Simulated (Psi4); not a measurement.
## Single-point calculation of CH$_{4}$BS

- system: CH$_{4}$BS, multiplicity 2
- method: ZAPT2/6-311+G**, ROHF (Psi4 1.11)

The run did not end well. The geometry comes from this level: PBE0-D4/def2-TZVP.

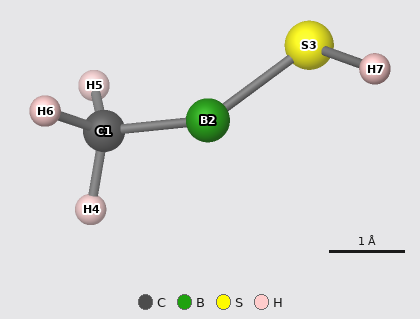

The input geometry (ball-and-stick view, seen at a tilt; atoms are numbered from 1 in the order of the input).

## Outcome

```json
{"quantity": "outcome", "value": "stopped at the time limit"}
{"quantity": "hardware", "value": "1 thread of Intel Xeon (Granite Rapids), 12 GiB of memory available, shared host"}
{"quantity": "wall time", "value": "90 s"}
{"quantity": "peak memory", "value": "0.34 GiB"}
```

Settings chosen away from the usual ones: cachelevel set to 1; ints_tolerance set to 1e-10. The run was cut off by its time limit, so the output is incomplete.

## Input (input.in)
```
memory 1.6 GB

molecule system {
  0 2
  C     -1.65766776     0.85888052    -0.30292310
  B      0.39589762    -1.07997848     0.45523502
  S      3.69044615    -0.81333812     0.10091138
  H     -2.98538933    -0.01398397    -1.62913289
  H     -0.93144601     2.59761753    -1.16010287
  H     -2.78073199     1.37250808     1.35757925
  H      4.38473153    -3.05001797     1.09188375
  units au
}

set globals {
  basis 6-311+G**
  reference rohf
  freeze_core true
  cachelevel 1
  ints_tolerance 1e-10
}

e, wfn = energy('zapt2', return_wfn=True)
```

Command:
```bash
psi4 -i input.in -o input.out -n 1
```

## What the program printed
```
Psi4 1.11 release

   => Loading Basis Set <=

    Name: 6-311+G**
    Role: ORBITAL
    Keyword: BASIS

         ---------------------------------------------------------
                                   SCF
                             ROHF Reference
                        1 Threads,   1525 MiB Core
         ---------------------------------------------------------

  ==> Geometry <==

    Molecular point group: c1
    Full point group: C1

    Geometry (in Bohr), charge = 0, multiplicity = 2:

       Center              X                  Y                   Z               Mass
    ------------   -----------------  -----------------  -----------------  -----------------
         C           -3.354367918163     1.310887415490    -0.375122137860    12.000000000000
         B           -1.300802538163    -0.627971584510     0.383035982140    11.009305360000
         S            1.993745991837    -0.361331224510     0.028712342140    31.972071174400
         H           -4.682089488163     0.438022925490    -1.701331927860     1.007825032230
         H           -2.628146168163     3.049624425490    -1.232301907860     1.007825032230
         H           -4.477432148163     1.824514975490     1.285380212140     1.007825032230
         H            2.688031371837    -2.598011074510     1.019684712140     1.007825032230

  Running in c1 symmetry.

  Rotational constants: A =      1.94656  B =      0.16218  C =      0.15391 [cm^-1]
  Rotational constants: A =  58356.47322  B =   4862.02682  C =   4613.96691 [MHz]
  Nuclear repulsion =   80.534979953846118

  Charge       = 0
  Multiplicity = 2
  Electrons    = 31
  Nalpha       = 16
  Nbeta        = 15

  ==> Algorithm <==

  SCF Algorithm Type is PK.
  DIIS enabled.
  MOM disabled.
  Fractional occupation disabled.
  Guess Type is SAD.
  Energy threshold   = 1.00e-08
  Density threshold  = 1.00e-08
  Integral threshold = 1.00e-10

  ==> Primary Basis <==

  Basis Set: 6-311+G**
    Blend: 6-311+G**
    Number of shells: 50
    Number of basis functions: 98
    Number of Cartesian functions: 101
    Spherical Harmonics?: true
    Max angular momentum: 2

  ==> Integral Setup <==

  Using in-core PK algorithm.
   Calculation information:
      Number of atoms:                   7
      Number of AO shells:              50
      Number of primitives:             87
      Number of atomic orbitals:       101
      Number of basis functions:        98

      Integral cutoff                 1.00e-10
      Number of threads:                 1

  Performing in-core PK
  Using 23537052 doubles for integral storage.
  We computed 710373 shell quartets total.
  Whereas there are 813450 unique shell quartets.

  ==> DiskJK: Disk-Based J/K Matrices <==

    J tasked:                  Yes
    K tasked:                  Yes
    wK tasked:                  No
    Memory [MiB]:             1144
    Schwarz Cutoff:          1E-10

  Minimum eigenvalue in the overlap matrix is 6.7540571611E-04.
  Reciprocal condition number of the overlap matrix is 8.3388127689E-05.
    Using symmetric orthogonalization.

  ==> Pre-Iterations <==

  SCF Guess: Superposition of Atomic Densities via on-the-fly atomic UHF (no occupation information).

   -------------------------
    Irrep   Nso     Nmo
   -------------------------
     A         98      98
   -------------------------
    Total      98      98
   -------------------------

  ==> Iterations <==

                        Total Energy        Delta E     RMS |[F,P]|

   @ROHF iter SAD:  -461.72662985093859   -4.61727e+02   0.00000e+00
   @ROHF iter   1:  -462.28605033325812   -5.59420e-01   3.39979e-03 DIIS
   @ROHF iter   2:  -462.38539661679135   -9.93463e-02   1.44882e-03 DIIS
   @ROHF iter   3:  -462.40665574345610   -2.12591e-02   2.92291e-04 DIIS
   @ROHF iter   4:  -462.40855283972803   -1.89710e-03   1.04630e-04 DIIS
   @ROHF iter   5:  -462.40874630226403   -1.93463e-04   2.65269e-05 DIIS
   @ROHF iter   6:  -462.40876267454325   -1.63723e-05   1.09181e-05 DIIS
   @ROHF iter   7:  -462.40876605573033   -3.38119e-06   3.62651e-06 DIIS
   @ROHF iter   8:  -462.40876652723057   -4.71500e-07   1.32547e-06 DIIS
   @ROHF iter   9:  -462.40876659431444   -6.70839e-08   4.13193e-07 DIIS
   @ROHF iter  10:  -462.40876660026254   -5.94810e-09   9.49056e-08 DIIS
   @ROHF iter  11:  -462.40876660051231   -2.49770e-10   2.88441e-08 DIIS
   @ROHF iter  12:  -462.40876660053345   -2.11458e-11   1.24487e-08 DIIS
   @ROHF iter  13:  -462.40876660053698   -3.52429e-12   3.89460e-09 DIIS
  Energy and wave function converged.

  ==> Post-Iterations <==

    Orbital Energies [Eh]
    ---------------------

    Doubly Occupied:

       1A    -91.962792     2A    -11.211425     3A     -8.967583
       4A     -7.634412     5A     -6.649797     6A     -6.648834
       7A     -6.647807     8A     -1.000197     9A     -0.952016
      10A     -0.633964    11A     -0.567871    12A     -0.559207
      13A     -0.515461    14A     -0.483393    15A     -0.401154

    Singly Occupied:

      16A     -0.098897

    Virtual:

      17A      0.050285    18A      0.063369    19A      0.076393
      20A      0.084029    21A      0.110138    22A      0.111911
      23A      0.116861    24A      0.129443    25A      0.133034
      26A      0.146827    27A      0.157783    28A      0.169883
      29A      0.212983    30A      0.224323    31A      0.259959
      32A      0.284124    33A      0.320884    34A      0.364739
      35A      0.392128    36A      0.440409    37A      0.455214
      38A      0.470167    39A      0.506899    40A      0.540028
      41A      0.545380    42A      0.566813    43A      0.588225
      44A      0.645618    45A      0.693265    46A      0.784626
      47A      0.808295    48A      0.816339    49A      0.873647
      50A      0.904223    51A      0.919969    52A      0.921098
      53A      0.944217    54A      1.068840    55A      1.104405
      56A      1.145855    57A      1.204987    58A      1.235472
      59A      1.339892    60A      1.498351    61A      1.601632
      62A      1.605912    63A      1.708309    64A      1.718086
      65A      1.726829    66A      1.800530    67A      1.832702
      68A      1.842408    69A      1.995228    70A      2.000616
      71A      2.029929    72A      2.043757    73A      2.139207
      74A      2.157094    75A      2.214390    76A      2.272923
      77A      2.379433    78A      2.449434    79A      2.537208
      80A      2.563106    81A      2.714237    82A      2.777633
      83A      2.834637    84A      2.845667    85A      2.902390
      86A      2.918653    87A      2.978099    88A      3.196323
      89A      3.977409    90A      4.172342    91A      4.209710
      92A      8.582101    93A     15.263730    94A     18.395764
      95A     18.446168    96A     18.487467    97A     25.128083
      98A    192.448327

    Final Occupation by Irrep:
              A
    DOCC [    15 ]
    SOCC [     1 ]
    NA   [    16 ]
    NB   [    15 ]

  @ROHF Final Energy:  -462.40876660053698

   => Energetics <=

    Nuclear Repulsion Energy =             80.5349799538461184
    One-Electron Energy =                -795.8767099808428611
    Two-Electron Energy =                 252.9329634264597075
    Total Energy =                       -462.4087666005370352

Computation Completed

Properties will be evaluated at   0.000000,   0.000000,   0.000000 [a0]

Properties computed using the SCF density matrix

 Multipole Moments:

 ------------------------------------------------------------------------------------
     Multipole            Electronic (a.u.)      Nuclear  (a.u.)        Total (a.u.)
 ------------------------------------------------------------------------------------

 L = 1.  Multiply by 2.5417464519 to convert [e a0] to [Debye]
 Dipole X            :          3.6424235           -3.8299208           -0.1874973
 Dipole Y            :         -1.7458140            1.6583182           -0.0874958
 Dipole Z            :          0.5583344           -0.5047244            0.0536100
 Magnitude           :                                                    0.2137400

 ------------------------------------------------------------------------------------

	total time  =          2 seconds =       0.03 minutes
 MINTS: Wrapper to libmints.

   Calculation information:
      Number of threads:                 1
      Number of atoms:                   7
      Number of AO shells:              50
      Number of SO shells:              50
      Number of primitives:             87
      Number of atomic orbitals:       101
      Number of basis functions:        98

      Number of irreps:                  1
      Integral cutoff                 1.00e-10
      Number of functions per irrep: [  98 ]

 OEINTS: Overlap, kinetic, potential, dipole, and quadrupole integrals
         stored in file 35.

      Computing two-electron integrals...done
      Computed 10060009 non-zero two-electron integrals.
        Stored in file 33.

         ---------------------------------------------------------
                          Configuration Interaction
                            (a 'D E T C I' module)

         ---------------------------------------------------------

Warning: iopen=0,opentype!=closed. Making iopen=1

   ==> Parameters <==

    EX LEVEL       =       17      H0 BLOCKSIZE  =        1
    VAL EX LEVEL   =        0      H0 GUESS SIZE =        1
    H0COUPLINGSIZE =        0      H0 COUPLING   =       NO
    MAXITER        =       24      NUM PRINT     =       20
    NUM ROOTS      =        1      ICORE         =        1
    PRINT LVL      =        1      FCI           =      YES
    R CONV         = 1.00e-04      MIXED         =      YES
    E CONV         = 1.00e-06      MIXED4        =      YES
    R4S            =       NO      REPL OTF      =       NO
    DIAG METHOD    =      SEM      FOLLOW ROOT   =        0
    PRECONDITIONER = DAVIDSON      UPDATE        = DAVIDSON
    S              =   0.5000      Ms0           =       NO
    GUESS VECTOR   =     UNIT      OPENTYPE      = HIGHSPIN
    COLLAPSE SIZE  =        1      HD AVG        = ORB_ENER
MPN options:
    MPN            =      YES      MPN SCHMIDT   =       NO
    ZAPTN          =      YES      MPN WIGNER    =      YES
    PERT Z         =   1.0000
    MAX NUM VECS   =        2      REF SYM       =     AUTO
    IOPEN        =      YES

    EX ALLOW       =  1  1  1  1  1  1  1  1  1  1  1  1  1  1  1  1  1
    STATE AVERAGE  =  0(1.00)

   ==> CI Orbital and Space information <==

   ------------------------------------
               Space    Total     A
   ------------------------------------
                 Nso       98    98
                 Nmo       98    98
               Ndocc       15    15
               Nsocc        1     1
   ------------------------------------
              CI Spaces
   ------------------------------------
        Dropped DOCC        7     7
              Active       91    91
        Dropped UOCC        0     0
   ------------------------------------

   ==> Setting up CI strings <==
```
